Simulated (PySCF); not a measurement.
C₄H₈AlBF₂

Input file:

```
{"job": {"kind": "uv", "xc": "PBE0", "basis": "def2-SVPD", "nstates": 8, "ntriplets": 3}, "charge": 0, "multiplicity": 1}
F     -0.167887     0.543221     1.926196
B     -1.217305     0.160258     1.159966
F     -2.257264    -0.217670     1.857842
C     -0.968341     0.197428    -0.378343
C     -0.122830    -1.061266    -0.763938
C      1.197731    -1.135099     0.037998
Al     1.411321     0.812412     0.528426
C     -0.087749     1.453832    -0.661896
H     -1.877750     0.185573    -0.988063
H      0.104845    -0.964442    -1.826995
H     -0.731513    -1.960341    -0.634037
H      1.046381    -1.776687     0.920006
H      1.943313    -1.661720    -0.565915
H      2.300946     1.561718     1.521088
H      0.072147     1.516286    -1.745392
H     -0.653644     2.355443    -0.398354
```

Launched as:

```sh
OMP_NUM_THREADS=1 python probes_run.py task.json out
```

Geometry: GFN2-xTB.

Method: PBE0/def2-SVPD, SCF density, gas phase (PySCF).

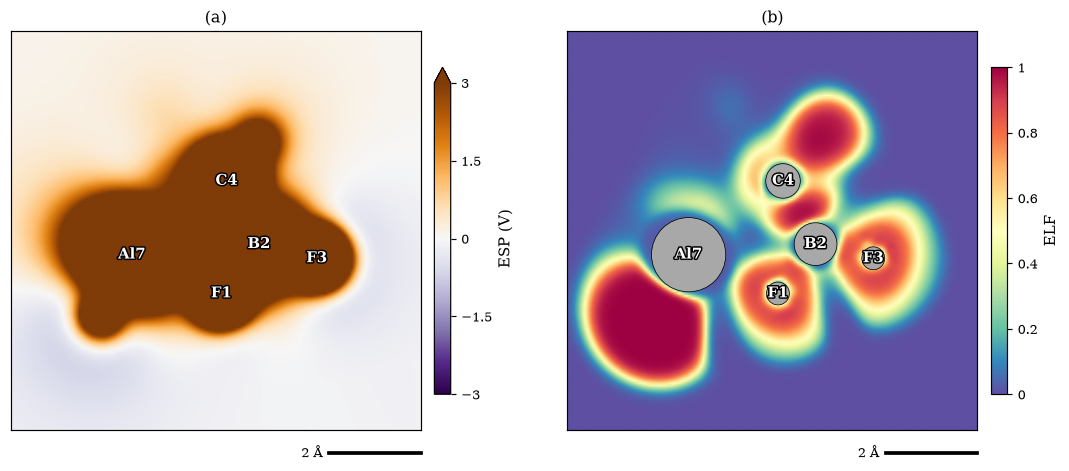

Figure 1. (a) molecular electrostatic potential; (b) ELF on the plane of atoms B2, F1 and Al7. Grey discs cover the atomic cores in the ELF map.

### Read the bonding off the picture.

- The section cuts through F, B, C and Al sites.
- B–F (1.31 Å): the ELF peaks at about 0.85 between the atoms (a polar covalent bond).
- C–B (1.56 Å): the ELF peaks at about 1 between the atoms, as expected for localised, covalent bonding.
- Al–F (2.13 Å): the ELF is about 0.20 at the midpoint.
- B–F (1.35 Å): the ELF peaks at about 0.85 between the atoms (a shared but strongly polarised pair).
- The ELF also peaks beside F1 and F3, away from the bonds: lone-pair regions.
- Outside the dense part of the molecule the potential is most negative (−0.6 V) near H14, which lies off the plane.

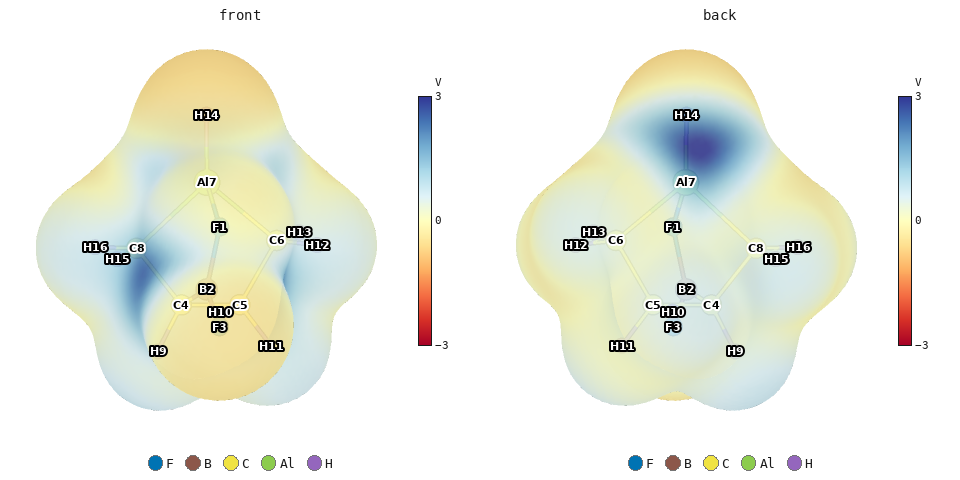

Figure 2. The molecular electrostatic potential painted on the density surface at 0.002 e/bohr³, seen from the front and from behind; red is negative and blue positive.

### Describe the electrostatic potential map.

The most negative region (about −0.6 V) lies over H14, the most positive (about +2.6 V) over Al7.

### How polar is the molecule by this calculation?

Its dipole moment is 1.20 D.
